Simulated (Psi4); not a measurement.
# TPSS/def2-TZVP (core potential, sweep point 3) run of SnH2O2 (SMILES [OH][Sn][OH])

Aim: the vertical singlet–triplet gap of SnH2O2 at TPSS/def2-TZVP (core potential, sweep point 3), from 2 runs. Input form: a Python script.

The results are computed with Psi4 1.11.

## 1. The molecule

The species is SnH2O2 (5 atoms), meant as a singlet with charge 0. SMILES: `[OH][Sn][OH]`. The shape is that of a PBE0-D4/def2-TZVP optimisation. This is one conformer, not always the lowest.

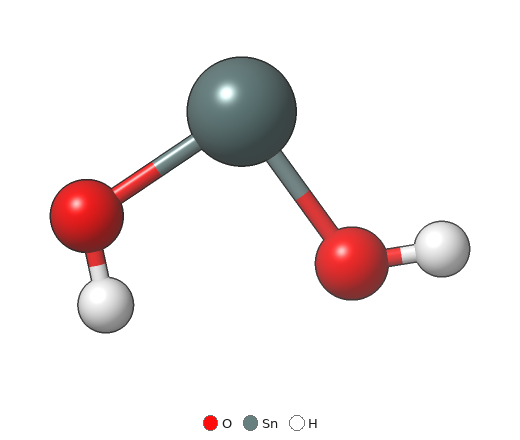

The structure, seen from a chosen angle (oxygen red, tin teal, hydrogen white).

## 2. The energy at TPSS/def2-TZVP (core potential, sweep point 3)

File run.py:

```python
import psi4

psi4.set_memory(1600000000)
psi4.set_num_threads(1)
psi4.set_output_file('h2o2sn.out', False)

mol = psi4.geometry("""
O     -1.86005742     0.33599330    -1.15991390
Sn    -0.29045091    -1.78371249     1.51348165
O      2.95137426     0.00548021     1.20205479
H     -3.59274731    -0.01058247    -1.57111830
H      2.88598974     1.31354863    -0.06292788
units bohr
symmetry c1
""")

psi4.set_options({
    'basis': 'def2-TZVP',
    'puream': True,
    'scf_type': 'pk',
    'dft_radial_points': 99,
    'dft_spherical_points': 590,
})

e_tot, wfn = psi4.energy('TPSS', molecule=mol, return_wfn=True)
print(f'TPSS energy: {e_tot:.10f} Eh')
for k, v in sorted(psi4.core.scalar_variables().items()):
    print(f'{k:45s} {v:18.10f}')
```

On the command line:

```console
$ python run.py
```

h2o2sn.out:

```text
[...]
    !!!  WARNING: ECP capability is in beta. Please check occupations closely.  !!!
[...]
  Running in c1 symmetry.
[...]
  Nuclear repulsion =  127.037901338857409
[...]
  Multiplicity = 1
[...]
  Nalpha       = 20
  Nbeta        = 20
[...]
    Number of basis functions: 124
[...]
 WARNING: Atomic UHF is not converging! Try casting from a smaller basis or call Rob at CCMST.
   -------------------------
[...]
   @RKS iter   1:  -365.33831119619595   -9.94618e-01   1.09186e-02 ADIIS/DIIS
[...]
   @RKS iter  10:  -366.00892673189946   -2.27515e-07   8.91914e-07 DIIS
[...]
    Orbital Energies [Eh]
    ---------------------
    Doubly Occupied:
       1A    -18.868702     2A    -18.863539     3A     -4.922813
       4A     -3.300517     5A     -3.292937     6A     -3.289609
       7A     -0.961077     8A     -0.954915     9A     -0.940690
      10A     -0.937805    11A     -0.932476    12A     -0.890841
      13A     -0.861716    14A     -0.465738    15A     -0.416707
      16A     -0.337047    17A     -0.280882    18A     -0.278787
      19A     -0.252991    20A     -0.233415
[...]
  @RKS Final Energy:  -366.00892673189946
   => Energetics <=
    Nuclear Repulsion Energy =            127.0379013388574094
    One-Electron Energy =                -839.0042628217381662
    Two-Electron Energy =                 381.9164450450185200
    DFT Exchange-Correlation Energy =     -35.9590102940372418
    Empirical Dispersion Energy =           0.0000000000000000
    VV10 Nonlocal Energy =                  0.0000000000000000
    Total Energy =                       -366.0089267318994644
[...]
 Multipole Moments:
 ------------------------------------------------------------------------------------
     Multipole            Electronic (a.u.)      Nuclear  (a.u.)        Total (a.u.)
 ------------------------------------------------------------------------------------
 L = 1.  Multiply by 2.5417464519 to convert [e a0] to [Debye]
 Dipole X            :         -7.1807348            6.3334203           -0.8473145
 Dipole Y            :        -19.0263774           18.6165279           -0.4098496
 Dipole Z            :         14.9372435          -14.9107793            0.0264642
 Magnitude           :                                                    0.9416044
[...]
```

Standard output:

```text
TPSS energy: -366.0089267319 Eh
CURRENT ENERGY                                   -366.0089267319
CURRENT REFERENCE ENERGY                         -366.0089267319
DD SOLVATION ENERGY                                 0.0000000000
DFT FUNCTIONAL TOTAL ENERGY                      -366.0089267319
DFT TOTAL ENERGY                                 -366.0089267319
DFT VV10 ENERGY                                     0.0000000000
DFT XC ENERGY                                     -35.9590102940
GRID ELECTRONS ALPHA                               19.9999985678
GRID ELECTRONS BETA                                19.9999985678
GRID ELECTRONS TOTAL                               39.9999971355
NUCLEAR REPULSION ENERGY                          127.0379013389
ONE-ELECTRON ENERGY                              -839.0042628217
PCM POLARIZATION ENERGY                             0.0000000000
PE ENERGY                                           0.0000000000
SCF ITERATION ENERGY                             -366.0089267319
SCF ITERATIONS                                     10.0000000000
SCF TOTAL ENERGY                                 -366.0089267319
TWO-ELECTRON ENERGY                               381.9164450450
XC GRID RADIAL POINTS                              99.0000000000
XC GRID SPHERICAL POINTS                          590.0000000000
XC GRID TOTAL POINTS                           280670.0000000000
```

Wall time 47 s (1 thread of Intel Xeon Platinum 8124M at 3.00GHz (Skylake/Cascade Lake), shared host); peak memory 0.81 GiB.

## 3. The triplet, same level

File job.py:

```python
import psi4

psi4.set_memory(1600000000)
psi4.set_num_threads(1)
psi4.core.set_output_file('h2o2sn.out', False)

geom = psi4.geometry("""
0 3
O     -1.86005742     0.33599330    -1.15991390
Sn    -0.29045091    -1.78371249     1.51348165
O      2.95137426     0.00548021     1.20205479
H     -3.59274731    -0.01058247    -1.57111830
H      2.88598974     1.31354863    -0.06292788
units au
symmetry c1
""")

psi4.set_options({
    'reference': 'uks',
    'puream': True,
    'scf_type': 'pk',
    'dft_radial_points': 99,
    'dft_spherical_points': 590,
    'maxiter': 100,
})

e = psi4.energy('tpss/def2-TZVP')
print('E =', round(e, 9))
```

On the command line:

```console
$ python job.py
```

h2o2sn.out:

```text
[...]
    !!!  WARNING: ECP capability is in beta. Please check occupations closely.  !!!
[...]
  Running in c1 symmetry.
[...]
  Nuclear repulsion =  127.037901338857409
[...]
  Multiplicity = 3
[...]
  Nalpha       = 21
  Nbeta        = 19
[...]
    Number of basis functions: 124
[...]
 WARNING: Atomic UHF is not converging! Try casting from a smaller basis or call Rob at CCMST.
   -------------------------
[...]
   @UKS iter   1:  -365.31916812219686   -9.75475e-01   1.00282e-02 ADIIS/DIIS
[...]
   @UKS iter  12:  -365.88963980448619   -3.60788e-07   8.34718e-07 DIIS
[...]
   @S^2 Observed:                2.003274476E+00
[...]
    Orbital Energies [Eh]
    ---------------------
    Alpha Occupied:
       1A    -18.905274     2A    -18.885962     3A     -4.938212
       4A     -3.311852     5A     -3.310205     6A     -3.307530
       7A     -0.987031     8A     -0.969713     9A     -0.956689
      10A     -0.952925    11A     -0.951624    12A     -0.915745
      13A     -0.888052    14A     -0.490281    15A     -0.439607
      16A     -0.370044    17A     -0.311973    18A     -0.300657
      19A     -0.276508    20A     -0.272880    21A     -0.122911
    Alpha Virtual:
      22A     -0.056205    23A     -0.023128    24A      0.039817
      25A      0.071351    26A      0.086001    27A      0.099973
[...]
  @UKS Final Energy:  -365.88963980448619
   => Energetics <=
    Nuclear Repulsion Energy =            127.0379013388574094
    One-Electron Energy =                -838.2018213953346049
    Two-Electron Energy =                 381.2142886743470171
    DFT Exchange-Correlation Energy =     -35.9400084223559944
    Empirical Dispersion Energy =           0.0000000000000000
    VV10 Nonlocal Energy =                  0.0000000000000000
    Total Energy =                       -365.8896398044861940
  UHF NO Occupations:
  HONO-2 :   19  A 1.9992452
  HONO-1 :   20  A 1.0000000
[...]
 Multipole Moments:
 ------------------------------------------------------------------------------------
     Multipole            Electronic (a.u.)      Nuclear  (a.u.)        Total (a.u.)
 ------------------------------------------------------------------------------------
 L = 1.  Multiply by 2.5417464519 to convert [e a0] to [Debye]
 Dipole X            :         -7.1526503            6.3334203           -0.8192300
 Dipole Y            :        -18.8882500           18.6165279           -0.2717221
 Dipole Z            :         14.8185297          -14.9107793           -0.0922496
 Magnitude           :                                                    0.8680326
[...]
```

On the terminal:

```text
E = -365.889639804
```

It took 80 s on 1 thread of Intel Xeon Platinum 8124M at 3.00GHz (Skylake/Cascade Lake), shared host; peak memory 0.81 GiB.

## 4. Results

At TPSS/def2-TZVP (core potential, sweep point 3):

```
                                        quantity          value
                           singlet: total energy  -366.00893 Eh
                          singlet: dipole moment         2.39 D
                            singlet: HOMO energy       -6.35 eV
                            singlet: LUMO energy       -2.51 eV
                          singlet: HOMO–LUMO gap        3.84 eV
                           triplet: total energy  -365.88964 Eh
                          triplet: dipole moment         2.21 D
     triplet: HOMO energy (highest over α and β)       -3.34 eV
                                   triplet: ⟨S²⟩          2.003
vertical energy of the triplet above the singlet       3.246 eV
```

What this shows: At this shape the triplet lies 3.25 eV (313 kJ/mol) above the singlet.
